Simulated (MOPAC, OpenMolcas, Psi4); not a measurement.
## How methods differ on C2H5AlO (SMILES [CH3][Al]1[CH2][O]1)

C2H5AlO: 9 atoms, total charge 0, spin state singlet. As SMILES, `[CH3][Al]1[CH2][O]1`. The coordinates come from a PBE0-D4/def2-TZVP relaxation.

Quantity: the dipole moment, in D. The values are calculated.

```
                              level            kind     program  value (D)   CPU time
                                PM6  semi-empirical       MOPAC       3.90  under 2 s
    HF/6-31G* (spherical functions)    Hartree–Fock  OpenMolcas       3.72      7.3 s
 SVWN5/6-31G* (spherical functions)             LDA        Psi4       2.93       27 s
revPBE/6-31G* (spherical functions)             GGA  OpenMolcas       2.87       39 s
 M06-L/6-31G* (spherical functions)        meta-GGA  OpenMolcas       3.15       49 s
r2SCAN/6-31G* (spherical functions)        meta-GGA  OpenMolcas       3.05       46 s
 B3LYP/6-31G* (spherical functions)   global hybrid  OpenMolcas       3.12       39 s
  PBE0/6-31G* (spherical functions)   global hybrid  OpenMolcas       3.17       37 s
```

The values span 2.87 to 3.90 D. Magnitudes only. CPU times are rough (shared hosts, several kinds of processor): they show what a rung costs within a factor of a few.

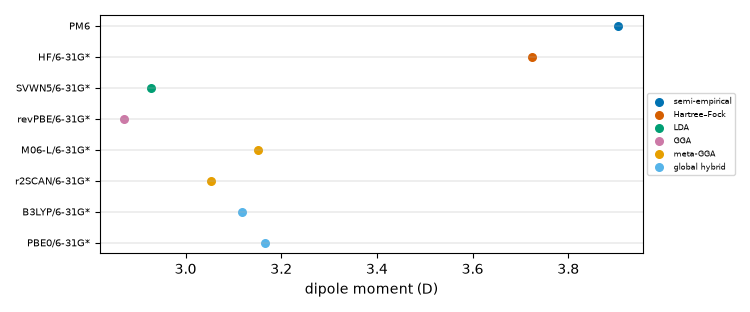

The values of the table, level by level.
